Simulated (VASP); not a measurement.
Band structure of NbP (relaxed from the wurtzite structure, space group P6_3mc). Method: PBE GGA, VASP's PBE PAW potentials (set 64) (plane waves; VASP).

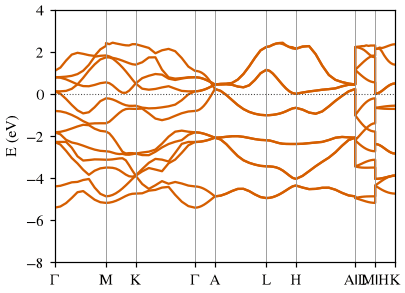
Figure. Bands along high-symmetry lines, zero at the valence-band maximum or, without a gap, the Fermi level

**Question.** Read the plot: is there a gap, and where are the band edges?

**Answer.** It has no gap at this level: it comes out as a metal or semimetal. (Edges off the drawn lines would not show.)

The structure was generated: NbP was put into the wurtzite type (P6_3mc), which need not be its known phase. It was relaxed first, which changed the volume by -36 %.
